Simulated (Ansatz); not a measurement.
# Response to strain in Mo

The parent structure is Mo in the bcc (W type) structure (space group Im-3m, No. 229; a = 3.112 Å; relaxed with 0.1 eV smearing). Axes: x, y, z lie along the cube axes.

Strains are applied to the cell and any free atomic positions relax; under biaxial strain the out-of-plane vector relaxes too.

Level of theory: Kohn–Sham DFT with the LDA functional, run in Ansatz (a program for electronic structure) with PAW and 420 eV plane waves, no SOC.

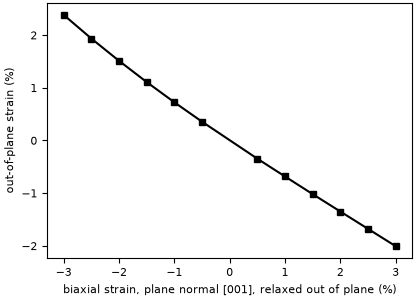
Figure. Out-of-plane strain against biaxial strain, plane normal [001], relaxed out of plane

Task: From the plot, what is the out-of-plane strain for biaxial strain +2.00 %, plane normal [001], relaxed out of plane?

Result: About -1.3 %.

Task: Is the trend monotonic over the range shown?

Result: Yes, it falls throughout, spanning -2.01 % to +2.38 %.

Whether these cells are dynamically stable was not tested. All final runs are without spin polarisation.
